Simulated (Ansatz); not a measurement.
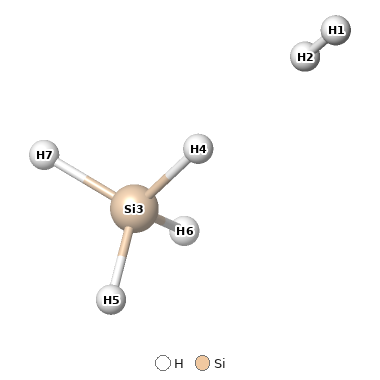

The system is the pair H₂···H₄Si; the picture shows the reference structure. 
- The turn is about an axis along (−0.32, −0.95, 0.01) in the frame of the relaxed pair, normal to the line between the partners.
- Coordinates scanned: (1) distance Si3···H2; (2) turn of H1, H2 about Si3.
- Grid: 15 × 15 points.
- Points are written as (first, second).
- Energies are in cm⁻¹, from the lowest grid point.
- Level of theory: RKS PBE0-D4/def2-TZVPD in Ansatz 0.2.0.

Its coordinates:

```xyz
7

H    -0.0798   -0.0388   -3.5568
H    -0.0619   -0.0051   -2.8112
Si    0.0283    0.0087    1.2746
H    -0.0055    0.1097   -0.2065
H    -0.2905   -1.3830    1.6817
H    -0.9735    0.9377    1.8553
H     1.3828    0.3708    1.7628
```

Range: distance Si3···H2 from 3.433 to 5.433 Å; turn of H1, H2 about Si3 from −120.0 to 120.0°.

### Predict the map.

The lowest grid point is at (3.564 Å, −51.4°). The bottom of the well lies between grid points, at about (3.525 Å, −60°), about 2.8 cm⁻¹ lower on the interpolated surface. The energy also falls towards the edge at (3.779 Å, 120.0°) (10 cm⁻¹ above the lowest) and (3.906 Å, −120.0°) (15 cm⁻¹ above the lowest), where a further well may lie outside the range. The highest grid point, (3.433 Å, 0.0°), lies 244 cm⁻¹ above the lowest.

```csv
"turn of H1, H2 about Si3 ↓, distance Si3···H2 →",3.433,3.483,3.564,3.664,3.779,3.906,4.044,4.191,4.347,4.510,4.682,4.860,5.045,5.236,5.433
120.0,59,44,27,15,10,11,17,26,37,49,60,71,80,87,93
102.9,55,42,27,16,12,13,20,29,40,51,62,72,81,88,94
85.7,26,20,13,11,12,18,27,37,48,59,69,78,86,92,97
68.6,4,3,3,7,14,23,33,45,56,66,75,83,89,95,99
51.4,3,2,2,5,11,20,31,43,54,65,74,82,89,94,98
34.3,44,33,21,13,11,14,21,31,42,54,65,74,82,89,95
17.1,153,121,81,49,28,19,18,23,32,42,54,65,74,83,90
0.0,244,195,133,81,46,26,19,20,27,37,48,59,70,79,87
−17.1,175,138,93,57,33,21,18,22,31,41,52,63,73,82,89
−34.3,57,43,27,16,12,13,19,29,40,51,62,72,81,88,94
−51.4,4,2,0,2,7,16,26,38,50,61,71,80,87,93,97
−68.6,5,3,1,3,9,17,27,39,51,62,72,80,87,93,98
−85.7,46,35,22,14,12,15,22,32,42,54,65,74,82,89,95
−102.9,110,85,56,34,20,16,18,25,35,46,57,68,77,85,91
−120.0,122,95,63,37,21,15,17,23,33,44,55,66,76,84,90
```

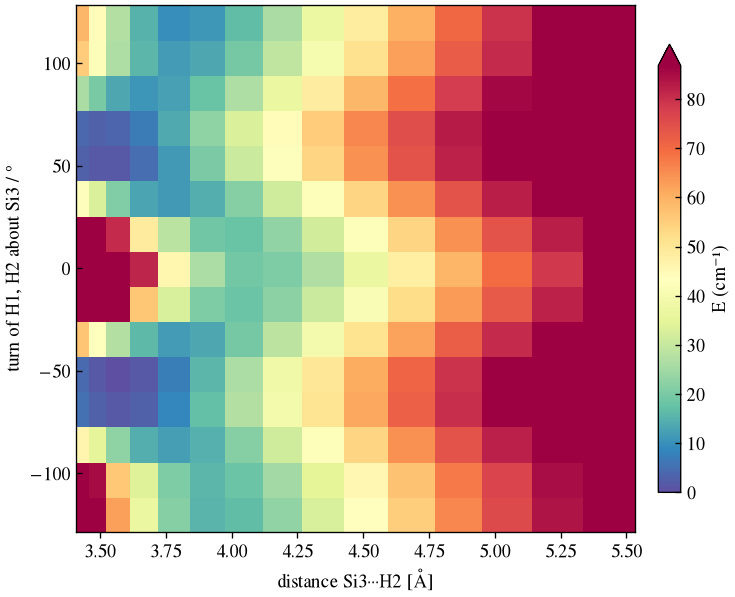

Drawn: one coloured cell a grid point, one colour for all values above the top of the scale.

Each point was launched as `ansatz run input.yaml --threads 1 --pin off --max-ram 2560MiB --backend cpu --events-out ev --progress --plain --runs-dir out`. The whole map (225 points run) took 5.4 min on 1 thread of Arm Neoverse V2, on a shared host.
